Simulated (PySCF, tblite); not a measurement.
# C₈H₁₁FSi: geometry, infrared bands and NMR shifts

What infrared bands and NMR shifts should C₈H₁₁FSi (`FC[Si@H]1C=CC=C1C1CC1`) show?

Programs: tblite 0.8.0 and PySCF 2.14.0, with density-fitted response routines of our own. Each step states its level of theory. These are calculated values for one molecule in the gas phase, unless marked as measured. Atoms count from 0, in the outputs and in this text.

**1. Starting geometry**

21 atoms, charge 0, multiplicity 1; geometry from: force field or distance geometry start.

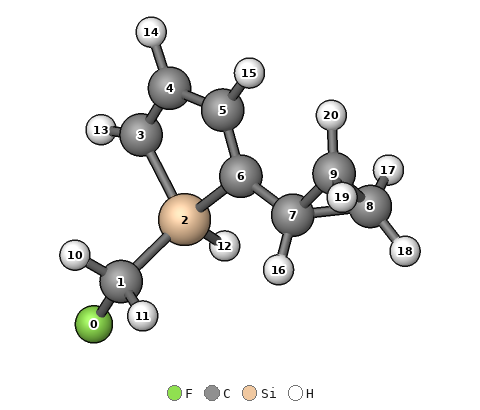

As it starts; fluorine green, carbon grey, silicon light orange, hydrogen white, atoms numbered.

**2. Relaxing the molecule with GFN2-xTB**

Job settings and geometry (Å):

```
{"job": {"kind": "relax", "xc": "GFN2-xTB", "basis": "xTB"}, "charge": 0, "multiplicity": 1}
F     -3.530700    -1.796500     0.188600
C     -2.384200    -1.272000     0.766600
Si    -1.505200    -0.185400    -0.419500
C     -2.017700     1.587100    -0.180200
C     -0.940300     2.217900     0.227200
C      0.255200     1.490600     0.349500
C      0.243000     0.210200     0.073700
C      1.293800    -0.812500     0.114900
C      2.419000    -0.846000    -0.881100
C      2.652100    -0.352700     0.538700
H     -2.738100    -0.728800     1.668300
H     -1.770400    -2.123000     1.154700
H     -1.608800    -0.585000    -1.812400
H     -2.998700     1.937600    -0.333700
H     -1.010900     3.324100     0.436200
H      1.217400     1.963500     0.692300
H      1.008300    -1.841600     0.473200
H      2.441500    -0.080900    -1.676600
H      2.910400    -1.832300    -1.075600
H      3.212000    -1.003300     1.250600
H      2.843600     0.745800     0.598800
```

Started as:

```
> OMP_NUM_THREADS=1 python probes_run.py task.json out
```

One launch serves the whole session: the jobs run in the order shown.

The program printed:

```text
step      E/eV     max force
  0    -791.22199    3.656
  1    -791.58975    1.628
  2    -791.68616    0.644
  3    -791.74755    0.519
  4    -791.78216    0.533
  5    -791.81826    0.485
  6    -791.84835    0.347
  7    -791.86266    0.290
  8    -791.87004    0.225
  9    -791.87582    0.180
 10    -791.88217    0.151
 11    -791.88682    0.136
 12    -791.88979    0.120
 13    -791.89253    0.133
 14    -791.89580    0.145
 15    -791.89866    0.107
 16    -791.90064    0.123
 17    -791.90216    0.115
 18    -791.90378    0.094
 19    -791.90556    0.105
 20    -791.90719    0.089
 21    -791.90854    0.095
 22    -791.90980    0.090
 23    -791.91111    0.107
 24    -791.91237    0.103
 25    -791.91354    0.084
 26    -791.91469    0.090
 27    -791.91590    0.099
 28    -791.91719    0.103
 29    -791.91841    0.070
 30    -791.91940    0.068
 31    -791.92022    0.064
 32    -791.92102    0.089
 33    -791.92185    0.093
 34    -791.92264    0.071
 35    -791.92327    0.048
 36    -791.92371    0.037
 37    -791.92404    0.037
 38    -791.92433    0.034
 39    -791.92461    0.033
 40    -791.92487    0.036
 41    -791.92511    0.036
 42    -791.92533    0.036
 43    -791.92552    0.036
 44    -791.92566    0.021
 45    -791.92578    0.022
 46    -791.92589    0.027
 47    -791.92604    0.033
 48    -791.92621    0.034
 49    -791.92635    0.023
 50    -791.92645    0.027
 51    -791.92655    0.028
 52    -791.92667    0.034
 53    -791.92683    0.042
 54    -791.92703    0.040
 55    -791.92728    0.044
 56    -791.92759    0.053
 57    -791.92796    0.054
 58    -791.92830    0.054
 59    -791.92855    0.046
 60    -791.92878    0.038
 61    -791.92906    0.045
 62    -791.92946    0.043
 63    -791.93000    0.065
 64    -791.93062    0.078
 65    -791.93125    0.062
 66    -791.93191    0.055
 67    -791.93266    0.062
 68    -791.93352    0.073
 69    -791.93423    0.117
 70    -791.93489    0.133
 71    -791.93614    0.082
 72    -791.93710    0.047
 73    -791.93804    0.071
 74    -791.93858    0.071
 75    -791.93911    0.057
 76    -791.93964    0.046
 77    -791.94001    0.047
 78    -791.94039    0.041
 79    -791.94066    0.035
 80    -791.94089    0.040
 81    -791.94108    0.039
 82    -791.94131    0.033
 83    -791.94157    0.035
 84    -791.94187    0.041
 85    -791.94228    0.044
 86    -791.94282    0.048
 87    -791.94344    0.050
 88    -791.94407    0.056
 89    -791.94375    0.092
 90    -791.94507    0.072
 91    -791.94559    0.058
 92    -791.94935    0.090
 93    -791.95067    0.094
 94    -791.95314    0.089
 95    -791.95502    0.075
 96    -791.95602    0.064
 97    -791.95689    0.063
 98    -791.95734    0.045
 99    -791.95779    0.034
100    -791.95809    0.032
101    -791.95857    0.036
102    -791.95884    0.032
103    -791.95898    0.025
104    -791.95908    0.021
105    -791.95920    0.025
106    -791.95934    0.020
107    -791.95944    0.023
108    -791.95954    0.024
109    -791.95966    0.031
110    -791.95983    0.039
111    -791.96001    0.037
112    -791.96014    0.025
113    -791.96023    0.021
114    -791.96029    0.022
115    -791.96036    0.020
116    -791.96046    0.020
117    -791.96059    0.023
118    -791.96074    0.027
119    -791.96090    0.028
120    -791.96104    0.026
121    -791.96117    0.022
122    -791.96132    0.022
123    -791.96146    0.038
124    -791.96159    0.027
125    -791.96170    0.023
126    -791.96182    0.023
127    -791.96192    0.020
128    -791.96205    0.029
129    -791.96217    0.030
130    -791.96230    0.024
131    -791.96244    0.024
132    -791.96258    0.023
133    -791.96272    0.029
134    -791.96287    0.031
135    -791.96301    0.024
136    -791.96314    0.020
137    -791.96324    0.017
138    -791.96331    0.023
139    -791.96337    0.015
140    -791.96343    0.026
141    -791.96349    0.015
142    -791.96356    0.011
143    -791.96360    0.011
144    -791.96364    0.011
145    -791.96367    0.012
146    -791.96371    0.013
147    -791.96375    0.013
148    -791.96378    0.013
149    -791.96382    0.013
150    -791.96385    0.013
151    -791.96388    0.016
152    -791.96393    0.014
153    -791.96397    0.013
154    -791.96400    0.009
```

Wall time 2.5 s (1 thread of Arm Neoverse N1, shared host).

The steps of the relaxation: (not every step is listed)

| step | energy from step 0 (eV) | largest force (eV/Å) |
| --- | --- | --- |
| 0 | 0.0000 | 3.6557 |
| 1 | -0.3678 | 1.6279 |
| 2 | -0.4642 | 0.6444 |
| 3 | -0.5256 | 0.5193 |
| 4 | -0.5602 | 0.5329 |
| 5 | -0.5963 | 0.4847 |
| 6 | -0.6264 | 0.3469 |
| 7 | -0.6407 | 0.2900 |
| 8 | -0.6481 | 0.2247 |
| 22 | -0.6878 | 0.0898 |
| 36 | -0.7017 | 0.0371 |
| 50 | -0.7045 | 0.0271 |
| 64 | -0.7086 | 0.0785 |
| 78 | -0.7184 | 0.0411 |
| 92 | -0.7274 | 0.0899 |
| 106 | -0.7373 | 0.0200 |
| 120 | -0.7391 | 0.0262 |
| 134 | -0.7409 | 0.0306 |
| 148 | -0.7418 | 0.0129 |
| 149 | -0.7418 | 0.0125 |
| 150 | -0.7419 | 0.0125 |
| 151 | -0.7419 | 0.0155 |
| 152 | -0.7419 | 0.0142 |
| 153 | -0.7420 | 0.0133 |
| 154 | -0.7420 | 0.0091 |

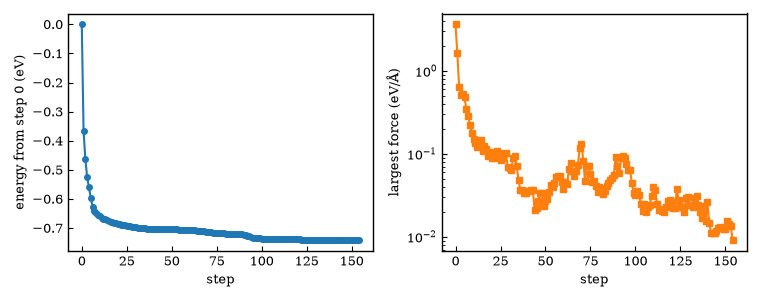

Energy and force, step by step.

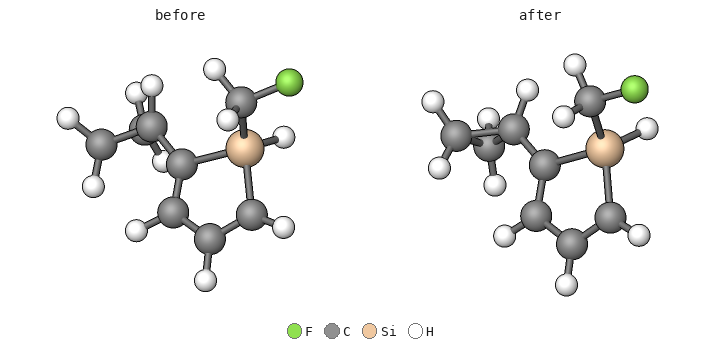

The geometry before (left) and after (right).

Close pairs (by a distance rule), those that changed most:

| bond | before (Å) | after (Å) | change (Å) |
| --- | --- | --- | --- |
| C1–Si2 | 1.833 | 1.921 | +0.088 |
| C4–H14 | 1.128 | 1.081 | -0.047 |
| C4–C5 | 1.405 | 1.450 | +0.046 |
| C5–H15 | 1.126 | 1.081 | -0.045 |
| C7–H16 | 1.126 | 1.084 | -0.043 |
| C8–H18 | 1.119 | 1.080 | -0.039 |
| Si2–C6 | 1.859 | 1.898 | +0.039 |
| C9–H20 | 1.117 | 1.079 | -0.038 |

The end geometry stands in the next job.

**3. Harmonic vibrations with GFN2-xTB**

Job settings and geometry (Å):

```
{"job": {"kind": "ir", "xc": "GFN2-xTB", "basis": "xTB"}, "charge": 0, "multiplicity": 1}
F     -3.665805    -1.630483     0.757920
C     -2.337229    -1.342103     0.995704
Si    -1.643697    -0.234933    -0.413015
C     -2.046451     1.594420    -0.251344
C     -0.902433     2.267989    -0.059456
C      0.320099     1.489760     0.000840
C      0.193191     0.156885    -0.141541
C      1.288444    -0.818421    -0.117242
C      2.642020    -0.475189    -0.693105
C      2.485558    -0.617180     0.781783
H     -2.295809    -0.861807     1.975892
H     -1.823896    -2.304722     1.054646
H     -1.948183    -0.849318    -1.706437
H     -3.002703     2.084187    -0.313616
H     -0.849889     3.341655     0.056523
H      1.259571     1.999664     0.159935
H      0.963645    -1.843574    -0.250708
H      2.768075     0.514871    -1.103443
H      3.173401    -1.243685    -1.233851
H      2.906201    -1.485788     1.265918
H      2.506970     0.274715     1.388827
```

The program printed:

```text
mode    cm-1     km/mol
  1      39.9      3.92
  2      43.7      1.31
  3      90.0      2.63
  4      94.8      1.15
  5     166.7      0.24
  6     174.9      0.96
  7     247.2      3.36
  8     291.9     11.52
  9     318.8      2.46
 10     414.5     10.33
 11     438.1      6.05
 12     494.3     31.56
 13     558.2     40.42
 14     614.2     87.13
 15     644.2      2.44
 16     660.1     20.39
 17     711.3     30.37
 18     740.6     90.12
 19     749.7     38.15
 20     807.8      1.64
 21     829.7     64.89
 22     858.7      3.10
 23     869.0      3.63
 24     910.5      0.69
 25     936.2      2.74
 26     952.6     29.97
 27    1028.3     62.20
 28    1032.8      0.46
 29    1053.3      9.56
 30    1063.8      1.17
 31    1065.3     23.36
 32    1099.4      0.00
 33    1101.8      6.20
 34    1158.2      0.03
 35    1184.3      0.36
 36    1202.1     15.14
 37    1240.7      1.48
 38    1267.6      0.29
 39    1272.1      2.87
 40    1320.3      1.79
 41    1379.1      4.36
 42    1434.9      0.02
 43    1437.9      0.74
 44    1481.4      3.09
 45    1539.6     53.71
 46    1617.7      3.61
 47    2261.5    304.33
 48    2955.1     30.52
 49    2961.0     22.73
 50    3036.1     25.29
 51    3056.5     28.68
 52    3067.4     82.26
 53    3084.9     22.08
 54    3087.0     20.99
 55    3095.2     12.75
 56    3108.8     38.00
 57    3111.6     49.55
```

Wall time 1.8 s (1 thread of Arm Neoverse N1, shared host).

Which atoms move in the most intense modes:

| cm⁻¹ | km/mol | atoms |
| --- | --- | --- |
| 614 | 87.1 | H12 63 % |
| 741 | 90.1 | H13 44 % |
| 830 | 64.9 | C3 36 %, Si2 24 %, H13 17 % |
| 1028 | 62.2 | C1 53 %, F0 40 % |
| 1540 | 53.7 | C4 35 %, C3 27 %, C6 19 %, C5 15 % |
| 2262 | 304.3 | H12 97 % |
| 3067 | 82.3 | H15 59 %, H14 32 % |
| 3112 | 49.5 | H17 31 %, H20 30 %, H18 15 %, H19 13 % |

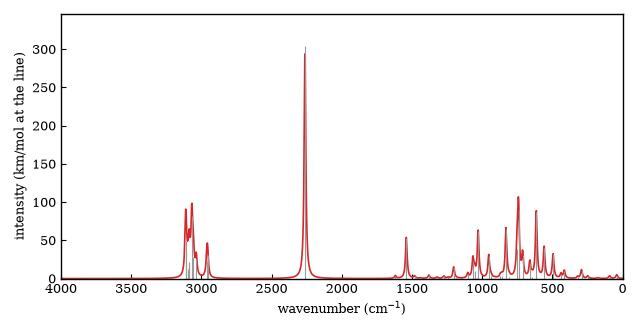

The infrared spectrum from these modes, unscaled. Lines are broadened to a width of 14 cm⁻¹ (Lorentzian).

**4. Shielding tensors: PBE0/pcSseg-1**

Settings changed since step 3:

```diff
@@ -1,2 +1,2 @@
-{"job": {"kind": "ir", "xc": "GFN2-xTB", "basis": "xTB"}, "charge": 0, "multiplicity": 1}
+{"job": {"kind": "nmr", "xc": "PBE0", "basis": "pcSseg-1"}, "charge": 0, "multiplicity": 1}
 F     -3.665805    -1.630483     0.757920
```

Level: GIAO PBE0/pcSseg-1 NMR shielding, non-relativistic, gas phase.

The program printed:

```text
coarse grid: 18224 points
cycle   1  E = -699.9362155432  dE =  1.465e+00  |g| = 5.905e-01  |ddm| = 4.261e+00
cycle   2  E = -699.9054076820  dE =  3.081e-02  |g| = 7.440e-01  |ddm| = 1.096e+00
cycle   3  E = -700.0131872396  dE = -1.078e-01  |g| = 7.184e-02  |ddm| = 6.000e-01
cycle   4  E = -700.0138910800  dE = -7.038e-04  |g| = 3.818e-02  |ddm| = 7.596e-02
cycle   5  E = -700.0142040904  dE = -3.130e-04  |g| = 1.056e-02  |ddm| = 4.290e-02
cycle   6  E = -700.0142272009  dE = -2.311e-05  |g| = 5.193e-03  |ddm| = 1.485e-02
cycle   7  E = -700.0142340921  dE = -6.891e-06  |g| = 6.187e-04  |ddm| = 5.204e-03
final grid: 172288 points
cycle   8  E = -700.0818698701  dE = -5.570e-05  |g| = 9.558e-03  |ddm| = 4.171e-02
cycle   9  E = -700.0818612827  dE =  8.587e-06  |g| = 1.162e-02  |ddm| = 1.888e-02
cycle  10  E = -700.0818928566  dE = -3.157e-05  |g| = 1.270e-03  |ddm| = 1.040e-02
cycle  11  E = -700.0818931257  dE = -2.691e-07  |g| = 4.327e-04  |ddm| = 1.340e-03
cycle  12  E = -700.0818931648  dE = -3.908e-08  |g| = 1.524e-04  |ddm| = 5.102e-04
cycle  13  E = -700.0818931702  dE = -5.353e-09  |g| = 4.130e-05  |ddm| = 1.705e-04
cycle  14  E = -700.0818931705  dE = -3.638e-10  |g| = 1.009e-05  |ddm| = 4.545e-05
converged SCF energy = -700.0818931705

GIAO shielding tensors (ppm)
atom      isotropic    diamagn.    paramagn.     s11        s22        s33       span
  0 F      477.472     468.017       9.455    429.726    481.094    521.597     91.871
  1 C      107.784     250.888    -143.104     57.851     84.911    180.589    122.738
  2 Si     374.066     882.580    -508.514    322.637    380.890    418.671     96.034
  3 C       56.681     262.559    -205.878    -46.101     46.384    169.760    215.861
  4 C       29.266     254.254    -224.988    -89.833     35.629    142.000    231.833
  5 C       47.213     255.393    -208.180    -63.840     57.808    147.669    211.510
  6 C       27.503     261.150    -233.646    -64.580    -10.104    157.194    221.775
  7 C      171.928     244.112     -72.184    134.631    164.387    216.767     82.137
  8 C      167.813     254.865     -87.053    133.465    171.116    198.857     65.392
  9 C      168.326     254.008     -85.682    134.379    171.379    199.221     64.842
 10 H       26.723      30.679      -3.955     22.263     27.868     30.039      7.776
 11 H       26.437      31.080      -4.643     21.141     27.158     31.013      9.871
 12 H       26.774      29.363      -2.589     23.754     24.846     31.723      7.969
 13 H       25.605      30.149      -4.544     24.866     25.361     26.589      1.722
 14 H       24.437      30.506      -6.069     22.852     23.282     27.176      4.324
 15 H       25.414      34.915      -9.501     21.844     23.516     30.882      9.038
 16 H       30.362      32.788      -2.426     21.999     30.419     38.670     16.671
 17 H       31.117      32.478      -1.361     25.806     29.290     38.256     12.449
 18 H       30.612      30.467       0.145     24.901     26.535     40.401     15.499
 19 H       30.710      30.621       0.089     25.106     26.588     40.436     15.330
 20 H       31.188      32.722      -1.533     26.096     29.222     38.247     12.151
```

Run time: 2.2 min. Hardware: 1 thread of Arm Neoverse N1, shared host; peak memory 1.1 GiB.

Shifts follow as δ = σ(reference) − σ, with reference shieldings (ppm) from runs at the same level and on the same kind of geometry: ¹H TMS 31.72, ¹³C TMS 186.9, ²⁹Si TMS 349.2, ¹⁹F CFCl3 170.9. The references are single molecules in the gas phase, so shifts against H2O, NH3, PH3, H3PO4 or CFCl3 are not on the usual liquid scales and can be off by tens of ppm.

| atoms | environment | σ (ppm) | δ (ppm) | δ scaled to CDCl3 |
| --- | --- | --- | --- | --- |
| C6 | fully substituted alkene carbon | 27.5 | 159.4 | 153.7 |
| C4 | alkene CH | 29.3 | 157.7 | 152.0 |
| C5 | alkene CH | 47.2 | 139.7 | 134.4 |
| C3 | alkene CH | 56.7 | 130.2 | 125.2 |
| C1 | sp3 CH2 bonded to F and Si | 107.8 | 79.1 | 75.3 |
| C8 | three-membered-ring carbon | 167.8 | 19.1 | 16.7 |
| C9 | three-membered-ring carbon | 168.3 | 18.6 | 16.2 |
| C7 | three-membered-ring carbon | 171.9 | 15.0 | 12.7 |
| H14 | hydrogen on an alkene CH | 24.44 | 7.28 | 6.97 |
| H15 | hydrogen on an alkene CH | 25.41 | 6.30 | 6.05 |
| H13 | hydrogen on an alkene CH | 25.61 | 6.11 | 5.87 |
| H11 | hydrogen on an sp3 CH2 bonded to F and Si | 26.44 | 5.28 | 5.08 |
| H10 | hydrogen on an sp3 CH2 bonded to F and Si | 26.72 | 4.99 | 4.81 |
| H12 | hydrogen on a silicon bonded to 3 C, in a 5-membered ring | 26.77 | 4.94 | – |
| H16 | hydrogen on a three-membered-ring carbon | 30.36 | 1.35 | 1.38 |
| H18 | hydrogen on a three-membered-ring carbon | 30.61 | 1.10 | 1.15 |
| H19 | hydrogen on a three-membered-ring carbon | 30.71 | 1.01 | 1.05 |
| H17 | hydrogen on a three-membered-ring carbon | 31.12 | 0.60 | 0.67 |
| H20 | hydrogen on a three-membered-ring carbon | 31.19 | 0.53 | 0.60 |
| F0 | fluorine on an sp3 carbon | 477.5 | -306.5 | – |
| Si2 | silicon bonded to 3 C, H, in a 5-membered ring | 374.1 | -24.9 | – |

The scaled column applies a straight-line fit of computed shieldings to shifts measured in CDCl3, and one for carbons that bear F (root-mean-square error 0.16 ppm for H, 1.9 ppm for C).

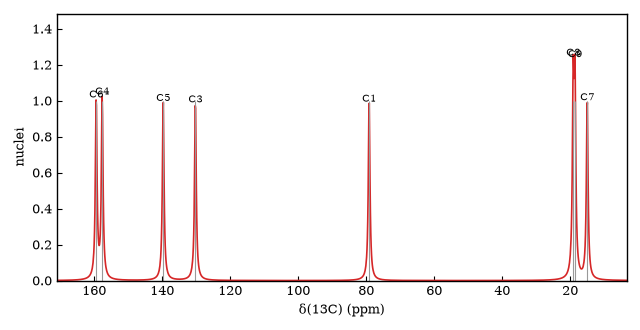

¹³C lines at the computed shifts, without couplings. Lines are broadened to a width of 0.58 ppm (Lorentzian).

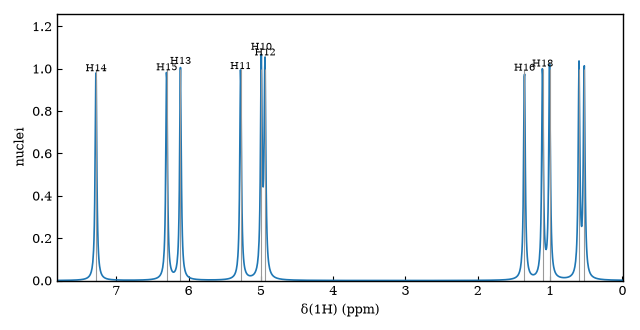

¹H lines at the computed shifts, without couplings. Lines are broadened to a width of 0.03 ppm (Lorentzian).

The run also stored atomic charges by several schemes (e):

| atoms | Mulliken | IAO | Hirshfeld | ESP fit |
| --- | --- | --- | --- | --- |
| F0 | -0.35 | -0.33 | -0.13 | -0.23 |
| C1 | -0.14 | -0.23 | -0.06 | -0.09 |
| Si2 | 0.92 | 0.88 | 0.36 | 0.56 |
| C3 | -0.41 | -0.45 | -0.16 | -0.39 |
| C4 | -0.07 | -0.12 | -0.04 | -0.18 |
| C5 | -0.13 | -0.17 | -0.06 | -0.02 |
| C6 | -0.38 | -0.26 | -0.08 | -0.26 |
| C7 | -0.21 | -0.14 | -0.05 | -0.10 |
| C8 | -0.17 | -0.28 | -0.08 | -0.25 |
| C9 | -0.17 | -0.28 | -0.09 | -0.30 |

ESP fit charges:

F0 -0.23; C1 -0.09; Si2 0.56; C3 -0.39; C4 -0.18; C5 -0.02; C6 -0.26; C7 -0.10; C8 -0.25; C9 -0.30; H10 0.11; H11 0.09; H12 -0.09; H13 0.17; H14 0.15; H15 0.14; H16 0.15; H17 0.13; H18 0.14; H19 0.15; H20 0.13

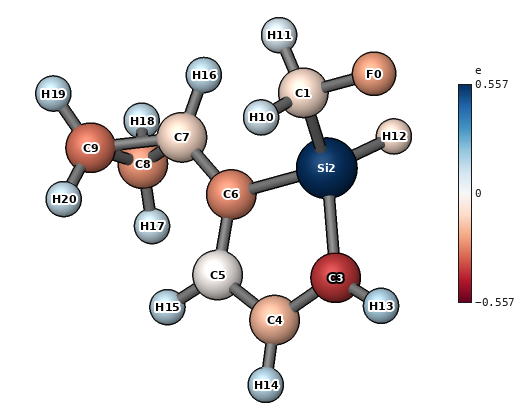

ESP fit charges, as colours on the atoms.

Mayer bond orders: F0–C1 0.84, C1–Si2 0.91, Si2–C3 0.90, C3–C4 1.82, C4–C5 1.11, C5–C6 1.77, C6–C7 1.06, C7–C8 0.92, C8–C9 0.98, C6–Si2 0.82, C9–C7 0.92.

Ring of atoms Si2, C3, C4, C5, C6: NICS(0) 1.5, NICS(1) -1.3, NICS(1)zz 3.5 ppm (means of both faces).

Ring of atoms C7, C8, C9: NICS(0) -43.2, NICS(1) -7.6, NICS(1)zz -22.7 ppm (means of both faces).

In rings of three or four atoms NICS is ruled by the nearby σ bonds, so it says little on aromaticity.

The fields below are evaluated on a grid from the run's orbitals.

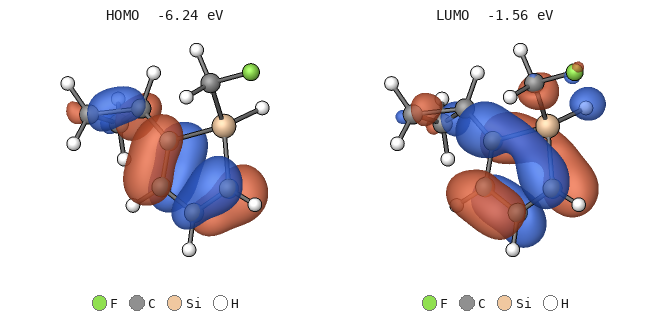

PBE0/pcSseg-1 orbitals near the gap, drawn at the value that encloses 70 % of each; the two colours are the two signs.

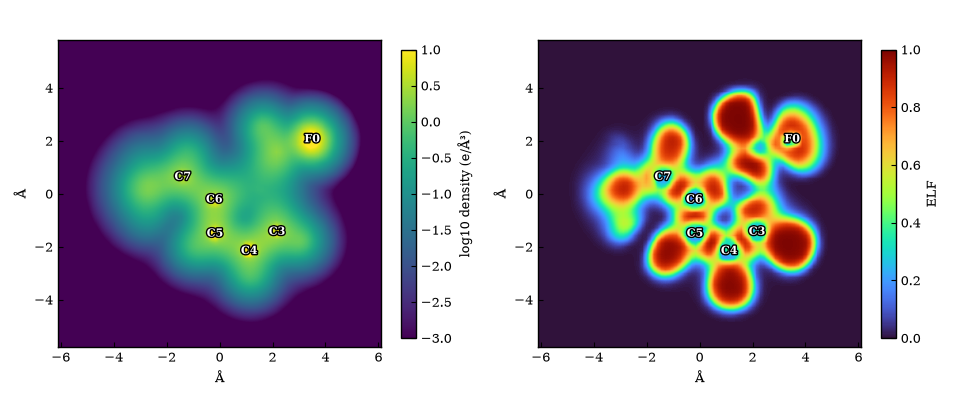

Density (left) and ELF (right) in a plane through or near 6 of the atoms.

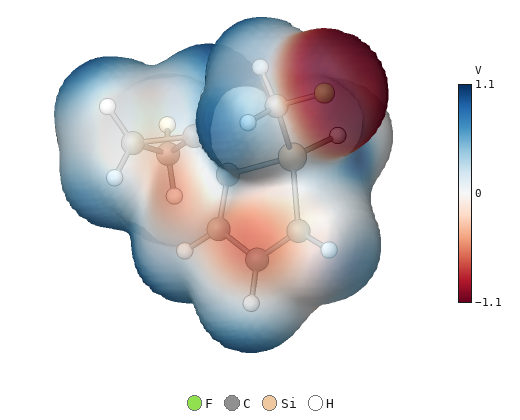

The potential that a unit positive charge feels on the 0.002 e/bohr³ surface, from -1.10 V near F0 to 1.05 V near H16.

**5. Results**

| quantity | value |
| --- | --- |
| strongest single infrared mode (GFN2-xTB) | 2262 cm⁻¹, 304 km/mol |
| zero-point energy (GFN2-xTB) | 102.2 kcal/mol |
| ¹³C shifts against TMS (PBE0/pcSseg-1) | 159.4, 157.7, 139.7, 130.2, 79.1, 19.1, 18.6, 15.0 ppm |
| ¹H shifts against TMS (PBE0/pcSseg-1) | 7.28, 6.30, 6.11, 5.28, 4.99, 4.94, 1.35, 1.10, 1.01, 0.60, 0.53 ppm |
| ¹⁹F shifts against CFCl3 (PBE0/pcSseg-1) | -306.5 ppm |
| ²⁹Si shifts against TMS (PBE0/pcSseg-1) | -24.9 ppm |
| surface potential, least and greatest | -1.10 V and 1.05 V |

Relaxing lowered the energy by 0.742 eV in 154 steps; the close pair that moved most is C1–Si2, from 1.833 to 1.921 Å. All 57 modes are real, so the xTB geometry is a minimum. The strongest single mode, at 2262 cm⁻¹, moves mainly H12. GFN2-xTB is a fitted tight-binding method: band positions and strengths are rough. Its intensities can rank the bands wrongly. At PBE0/pcSseg-1, counted by nearest atom on the grid, the HOMO lies on C3, C6 about 23 % each; C5 18 %, the LUMO on C3, C6 about 20 % each; C4, C5 about 13 % each.
